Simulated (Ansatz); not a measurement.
**What a change does: single-point calculation on SiNH4Cl**

System: SiNH4Cl, SMILES N[SiH2]Cl.
Method of run 1: RKS B3LYP-D4/def2-TZVP (Ansatz 0.2.0).

Text and figures count atoms from 1; the logs count them from 0 in places.

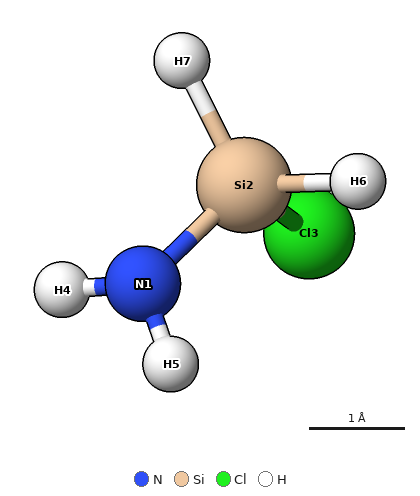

The structure (ball-and-stick view, seen at an oblique angle; atoms are numbered from 1 in the order of the input). Bond lengths as drawn: Cl–Si 2.09 Å, H–N 0.93 Å, H–Si 1.47 Å and N–Si 1.63 Å.

Input file, run 1:
```yaml
crystal:
  periodic: [false, false, false]
  atoms:
    - { symbol: "N", position_ang: [-0.850297, 0.128373, -0.67338] }
    - { symbol: Si, position_ang: [0.469571, 0.043169, 0.271181] }
    - { symbol: Cl, position_ang: [0.608263, -1.673725, 1.446573] }
    - { symbol: H, position_ang: [-0.9283, -0.458607, -1.389457] }
    - { symbol: H, position_ang: [-1.681215, 0.244072, -0.273897] }
    - { symbol: H, position_ang: [0.440725, 1.173445, 1.215607] }
    - { symbol: H, position_ang: [1.662028, 0.033477, -0.593827] }
basis:
  gaussian: { orbitals: def2-TZVP }
hamiltonian:
  xc: { name: B3LYP }
  dispersion: d4
output:
  forces: true
```

Launched with:
```bash
ansatz run input.yaml --threads 1 --pin off --max-ram 2560MiB --backend cpu --events-out ev --progress --plain --runs-dir out
```

Hardware: 1 thread of Arm Neoverse V1, 24 GiB of memory available, shared host.

Output (run 1):
```
Engine: ansatz 0.2.0, aarch64-unknown-linux-gnu
Functional definition: B3LYP
  parameter a0 = 0.2
  parameter ax = 0.72
  parameter ac = 0.81
  exchange = (1 - a0 - ax)*slater_x + ax*b88_x + a0*exact_x
  correlation = (1 - ac)*vwn_rpa_c + ac*lyp_c
855 factors; their error is unknown
mean field evaluation 1: about -21951.8241 eV, gradient 6.7e1 eV
mean field evaluation 2: about -21940.4259 eV, gradient 9.2e1 eV
mean field evaluation 4: about -21959.5328 eV, gradient 4.2e0 eV
mean field evaluation 8: about -21959.5652 eV, gradient 3.5e-2 eV
mean field evaluation 16: about -21959.6197 eV, gradient 1.4e-5 eV
mean field -21959.61965017 eV, -807.0011373789 hartree, gradient 1.4e-5 eV, S^2 0.000000; 0 other end points of the search recorded, 0 dependent functions left out
the calculation of the forces begins
reference -21959.61988850 eV, -807.0011461374 hartree; 21, 21 occupied and 108, 108 virtual orbitals, 855 factors
Total energy: -21959.83353633 eV, -807.0089975504 hartree
Atom 0 at    -0.850297     0.128373    -0.673380 Å, force     1.989270     1.936325     0.122984 eV/Å
Atom 1 at     0.469571     0.043169     0.271181 Å, force     2.424178     0.088097     1.580871 eV/Å
Atom 2 at     0.608263    -1.673725     1.446573 Å, force     0.014124    -0.065686     0.050799 eV/Å
Atom 3 at    -0.928300    -0.458607    -1.389457 Å, force    -0.322178    -2.795141    -3.806955 eV/Å
Atom 4 at    -1.681215     0.244072    -0.273897 Å, force    -4.221182     0.843640     1.969698 eV/Å
Atom 5 at     0.440725     1.173445     1.215607 Å, force     0.053829     0.000186     0.047249 eV/Å
Atom 6 at     1.662028     0.033477    -0.593827 Å, force     0.061960    -0.007422     0.035354 eV/Å
Dipole moment:    -0.313076     0.125016    -0.290122 e Å
```

The input of run 2 differs as follows (lines with − go, lines with + come):
```diff
-    - { symbol: Si, position_ang: [0.469571, 0.043169, 0.271181] }
-    - { symbol: Cl, position_ang: [0.608263, -1.673725, 1.446573] }
-    - { symbol: H, position_ang: [-0.9283, -0.458607, -1.389457] }
-    - { symbol: H, position_ang: [-1.681215, 0.244072, -0.273897] }
-    - { symbol: H, position_ang: [0.440725, 1.173445, 1.215607] }
-    - { symbol: H, position_ang: [1.662028, 0.033477, -0.593827] }
+    - { symbol: Si, position_ang: [0.534458, 0.626771, -0.052632] }
+    - { symbol: Cl, position_ang: [1.395497, -0.663137, 1.341376] }
+    - { symbol: H, position_ang: [-0.876511, -0.112475, -1.541395] }
+    - { symbol: H, position_ang: [-1.606738, 0.56903, -0.459451] }
+    - { symbol: H, position_ang: [0.295314, 1.890483, 0.665795] }
+    - { symbol: H, position_ang: [1.516685, 0.750519, -1.143595] }
```

What does this change do to the results?

With the same method and basis, run 2 lies 11.9 kcal/mol higher. The largest force goes from 4.734 to 6.932 eV/Å.

Output (run 2):
```
Engine: ansatz 0.2.0, aarch64-unknown-linux-gnu
Functional definition: B3LYP
  parameter a0 = 0.2
  parameter ax = 0.72
  parameter ac = 0.81
  exchange = (1 - a0 - ax)*slater_x + ax*b88_x + a0*exact_x
  correlation = (1 - ac)*vwn_rpa_c + ac*lyp_c
855 factors; their error is unknown
mean field evaluation 1: about -21950.9983 eV, gradient 6.8e1 eV
mean field evaluation 2: about -21939.9843 eV, gradient 9.3e1 eV
mean field evaluation 4: about -21959.0232 eV, gradient 3.8e0 eV
mean field evaluation 8: about -21959.0492 eV, gradient 4.2e-2 eV
mean field evaluation 16: about -21959.1037 eV, gradient 1.9e-5 eV
mean field -21959.10374974 eV, -806.9821783879 hartree, gradient 1.9e-5 eV, S^2 0.000000; 0 other end points of the search recorded, 0 dependent functions left out
the calculation of the forces begins
reference -21959.10398220 eV, -806.9821869305 hartree; 21, 21 occupied and 108, 108 virtual orbitals, 855 factors
Total energy: -21959.31829022 eV, -806.9900626051 hartree
Atom 0 at    -0.850297     0.128373    -0.673380 Å, force     2.187234    -2.078291     2.785380 eV/Å
Atom 1 at     0.534458     0.626771    -0.052632 Å, force     3.636324     1.186114     1.707438 eV/Å
Atom 2 at     1.395497    -0.663137     1.341376 Å, force    -0.057187     0.041716    -0.065010 eV/Å
Atom 3 at    -0.876511    -0.112475    -1.541395 Å, force    -0.160995    -2.300292    -6.536770 eV/Å
Atom 4 at    -1.606738     0.569030    -0.459451 Å, force    -5.901429     3.056953     1.968326 eV/Å
Atom 5 at     0.295314     1.890483     0.665795 Å, force     0.123567     0.069724     0.106474 eV/Å
Atom 6 at     1.516685     0.750519    -1.143595 Å, force     0.172487     0.024075     0.034161 eV/Å
Dipole moment:    -0.410256     0.236760    -0.426105 e Å
```

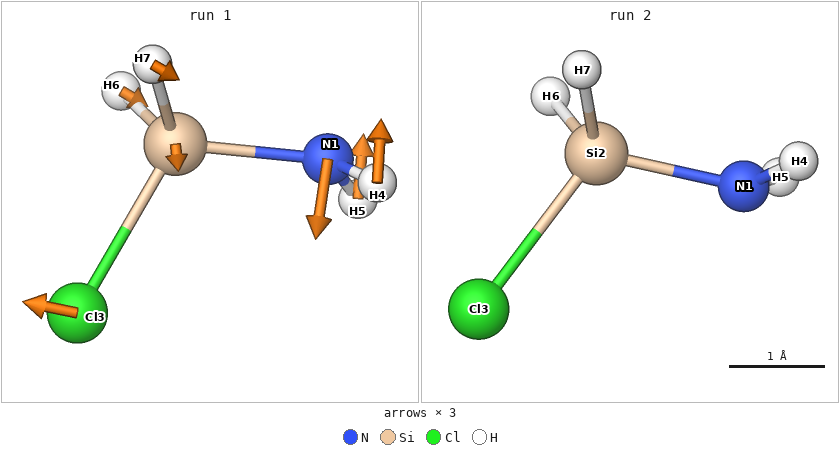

The two input geometries at one scale (ball-and-stick view, seen on its broad side). The orange arrows on the first give the shifts of the atoms after the best rigid fit, magnified 3 times. N1 moves most after the best rigid fit: 0.29 Å. Largest moves by element: N 0.29 Å, H 0.23 Å, Cl 0.20 Å, Si 0.10 Å. Among the contacts that change: N1–H4 0.929 → 0.901 Å, N1–Si2 1.625 → 1.597 Å.

The two runs side by side:

| quantity | run 1 | run 2 |
| --- | --- | --- |
| outcome | converged | converged |
| total energy (hartree) | −807.008998 | −806.990063 |
| largest force (eV/Å) | 4.734 | 6.932 |
| basis functions | 129 | 129 |
| wall time (shared host) | 4.1 s | 4.3 s |
